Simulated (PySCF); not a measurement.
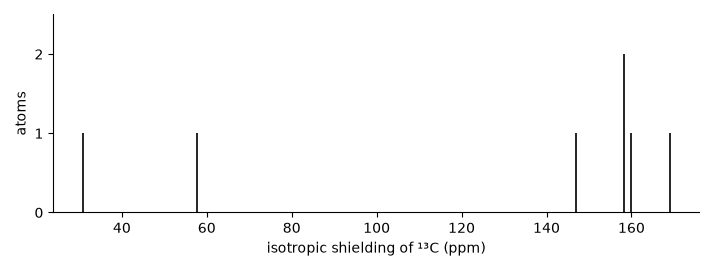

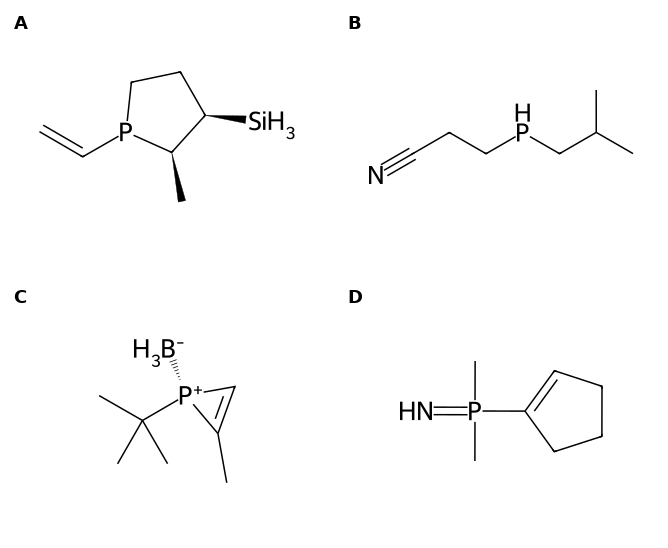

The sticks are computed shieldings of one of the molecules, for one fixed geometry (GFN2-xTB) without averaging over rotations. Low shielding means a high chemical shift. Method: GIAO PBE0/pcSseg-1 NMR shielding, non-relativistic, gas phase (PySCF 2.14.0).

> Which molecule gives this pattern?

C, `[BH3-][P@+]1(C(C)(C)C)C=C1C`. Its 7 C atoms give lines at 30.7, 57.6, 146.8, 158.3 (2 atoms), 160.0, 169.0 ppm.

The geometry is semi-empirical. Around B, P, Si such bond lengths and angles can be off by a tenth of an ångström or more and by several degrees, and values that hang on the shape move with them.
